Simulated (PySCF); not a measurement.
In(Et)(Vi)(OMe), C₅H₁₁InO, SMILES C=[CH][In]([CH2]C)[O]C at its GFN2-xTB optimised geometry (Å):

```
18

In    -0.3434     0.3334     0.0000
C     -1.3020     2.4180     0.0000
C     -2.8166     2.4077    -0.0780
H     -0.8629     2.9365    -0.8563
H     -0.9541     2.9010     0.9167
H     -3.2494     1.8840     0.7735
H     -3.1589     1.9186    -0.9894
H     -3.2032     3.4297    -0.0775
C     -0.8063    -1.8480    -0.0079
C     -2.0212    -2.3591    -0.0145
H      0.0764    -2.4773    -0.0067
H     -2.1982    -3.4297    -0.0189
H     -2.9105    -1.7434    -0.0158
O      1.6597     0.3334     0.0000
C      2.6103     1.3556     0.0013
H      3.2494     1.2663     0.8882
H      3.2439     1.2739    -0.8902
H      2.1580     2.3576     0.0071
```

Method: CAM-B3LYP/def2-SVP, def2 effective core potentials past Kr in PySCF. The core electrons that the potentials of In replace are not part of the density.

Map of the electron localisation function on the plane z = 1.5 Å:

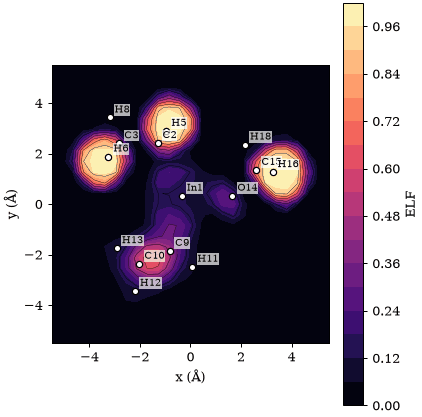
Figure: Electron localisation function on the plane z = 1.5 Å.
